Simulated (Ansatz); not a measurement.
# BH4NOS (SMILES NB(O)S): one structure at several levels

A test off equilibrium: a structure displaced at random from a GFN2-xTB minimum is computed at several levels, and each is set against CCSD(T).

Program: Ansatz 0.2.0, Gaussian basis. Level of theory: single points in def2-TZVPP. These are calculated values, not measurements.

Cores are frozen in the correlated methods.

## Step 1: The starting structure

SMILES `NB(O)S`, 8 atoms, charge 0, spin multiplicity 1.

Atoms are counted from 1 here; the program's logs count them from 0.

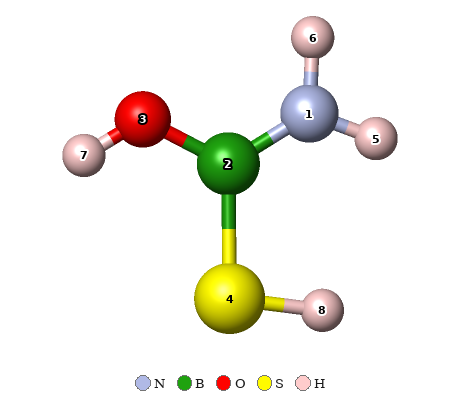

Start geometry, drawn with nitrogen light blue, boron green, oxygen red, sulfur yellow, hydrogen pink; atoms are numbered from 1 in the order of the file.

Coordinates:

```
N     0.3498    1.0349    0.2392
B     0.1243   -0.2784    0.1252
O     0.8005   -1.1742    0.8784
S    -1.1182   -0.9417   -1.1066
H    -0.0777    1.7784   -0.2697
H     1.0444    1.4593    0.9106
H     0.6192   -2.1196    0.8186
H    -1.5536    0.2237   -1.5591
```

## Step 2: CCSD(T)/def2-TZVPP

File run/in.yaml:

```yaml
crystal:
  periodic: [false, false, false]
  atoms:
    - {symbol: N, position_ang: [0.349800, 1.034900, 0.239200]}
    - {symbol: B, position_ang: [0.124300, -0.278400, 0.125200]}
    - {symbol: O, position_ang: [0.800500, -1.174200, 0.878400]}
    - {symbol: S, position_ang: [-1.118200, -0.941700, -1.106600]}
    - {symbol: H, position_ang: [-0.077700, 1.778400, -0.269700]}
    - {symbol: H, position_ang: [1.044400, 1.459300, 0.910600]}
    - {symbol: H, position_ang: [0.619200, -2.119600, 0.818600]}
    - {symbol: H, position_ang: [-1.553600, 0.223700, -1.559100]}
basis:
  gaussian: {orbitals: def2-TZVPP}
correlation: {method: ccsd_t}
output: {forces: true}
```

The command line of these runs was not kept.

## Step 3: PBE0-D4/def2-TZVPP

run/in.yaml: that of step 2 with these lines changed.

```diff
@@ -13,3 +13,3 @@
   gaussian: {orbitals: def2-TZVPP}
-correlation: {method: ccsd_t}
-output: {forces: true}
+hamiltonian: {xc: pbe0, dispersion: d4}
+output: {forces: true, orbitals: {seedname: orbitals}}
```

## Step 4: wB97M-V/def2-TZVPP

run/in.yaml: that of step 3 with these lines changed.

```diff
@@ -13,3 +13,3 @@
   gaussian: {orbitals: def2-TZVPP}
-hamiltonian: {xc: pbe0, dispersion: d4}
-output: {forces: true, orbitals: {seedname: orbitals}}
+hamiltonian: {xc: {name: wB97M-V}}
+output: {forces: true}
```

## Step 5: r2SCAN-D4/def2-TZVPP

run/in.yaml: that of step 4 with these lines changed.

```diff
@@ -13,3 +13,3 @@
   gaussian: {orbitals: def2-TZVPP}
-hamiltonian: {xc: {name: wB97M-V}}
+hamiltonian: {xc: r2scan, dispersion: d4}
 output: {forces: true}
```

## Step 6: PBE-D4/def2-TZVPP

run/in.yaml: that of step 5 with these lines changed.

```diff
@@ -13,3 +13,3 @@
   gaussian: {orbitals: def2-TZVPP}
-hamiltonian: {xc: r2scan, dispersion: d4}
+hamiltonian: {xc: pbe, dispersion: d4}
 output: {forces: true}
```

## Step 7: r2SCANh-D4/def2-TZVPP

run/in.yaml: that of step 6 with these lines changed.

```diff
@@ -13,3 +13,3 @@
   gaussian: {orbitals: def2-TZVPP}
-hamiltonian: {xc: pbe, dispersion: d4}
+hamiltonian: {xc: {name: r2SCANh}, dispersion: d4}
 output: {forces: true}
```

## Step 8: LC-wPBE/def2-TZVPP

run/in.yaml: that of step 7 with these lines changed.

```diff
@@ -13,3 +13,3 @@
   gaussian: {orbitals: def2-TZVPP}
-hamiltonian: {xc: {name: r2SCANh}, dispersion: d4}
+hamiltonian: {xc: {name: LC-wPBE}}
 output: {forces: true}
```

(Steps that only read results are left out.)

Before running it: what results should come out? Wanted: energy less free atoms, CCSD(T)/def2-TZVPP; RMS force component; RMS force error; HOMO and LUMO, PBE0-D4; T1 diagnostic.

As calculated:

| quantity | value |
| --- | --- |
| energy less free atoms, CCSD(T)/def2-TZVPP | -700.4 kcal/mol |
| RMS force component | 1.303 to 1.402 eV/Å over the methods |
| RMS force error | PBE0-D4 0.128, wB97M-V 0.087, r2SCAN-D4 0.109, PBE-D4 0.214, r2SCANh-D4 0.126, LC-wPBE 0.118 eV/Å |
| HOMO and LUMO, PBE0-D4 | -7.04 and 0.33 eV |
| T1 diagnostic | 0.011 |

**Reading.** Against CCSD(T) the functionals' energies less atoms differ by -41.9 to -20.6 kcal/mol, PBE-D4 by -41.9 kcal/mol. CCSD(T) in triple zeta still lacks some correlation energy of the bonds, so part of these gaps is its own basis error and they don't rank the functionals. On forces the order runs from wB97M-V to PBE-D4. Frozen-core CCSD(T) forces in triple zeta carry basis errors of their own, and this is one geometry, so small gaps rank nothing.
